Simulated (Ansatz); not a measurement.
Input

```
crystal:
  periodic: [false, false, false]
  atoms:
    - {symbol: Ni, position_ang: [0.000773, -0.000023, -0.003006]}
    - {symbol: H, position_ang: [1.492511, 0.046603, 0.352267]}
    - {symbol: N, position_ang: [-0.017631, 1.944297, -0.011247]}
    - {symbol: H, position_ang: [-0.924744, 2.347657, -0.260430]}
    - {symbol: H, position_ang: [0.679133, 2.317849, -0.665097]}
    - {symbol: H, position_ang: [0.243615, 2.317153, 0.908388]}
    - {symbol: H, position_ang: [-1.492063, -0.046496, -0.353701]}
    - {symbol: N, position_ang: [0.018185, -1.944332, 0.009028]}
    - {symbol: H, position_ang: [-0.302397, -2.321985, -0.889425]}
    - {symbol: H, position_ang: [-0.635648, -2.312787, 0.708792]}
    - {symbol: H, position_ang: [0.938267, -2.347946, 0.204433]}
basis:
  gaussian: {orbitals: def2-TZVP, initial_orbitals: start.molden}
total_charge: 1
magnetization: {spin_polarized: true, initial_magnetization: 1}
hamiltonian: {xc: pbe0, dispersion: d4}
scf: {omitted_lower_state_checks: [starts]}
output: {orbitals: {seedname: orbitals}}
```

Command:

```sh
ansatz run in.yaml --threads 2 --pin off --events-out ev --progress --plain --max-ram 4352MiB
```

Geometry: B3LYP-D4/def2-SVP.

The calculation used Ansatz 0.2.0, UKS PBE0-D4/def2-TZVP.

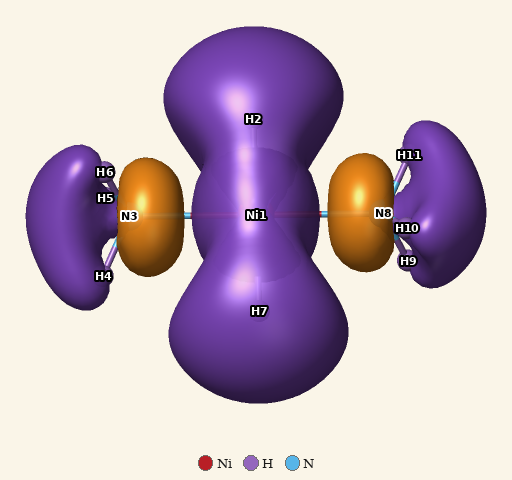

H₈N₂Ni (charge +1, doublet). One frontier orbital at ±0.06 Å⁻³ᐟ² (orange and purple are the two phases), seen at a tilt.

> Which orbital is it: HOMO (α) or LUMO (α)?

The LUMO (α), at −7.24 eV. Its weight (Hirshfeld) is mainly on Ni1 (about 35 %), H2 (about 15 %), H7 (about 15 %), N3 (about 10 %) and N8 (about 10 %).
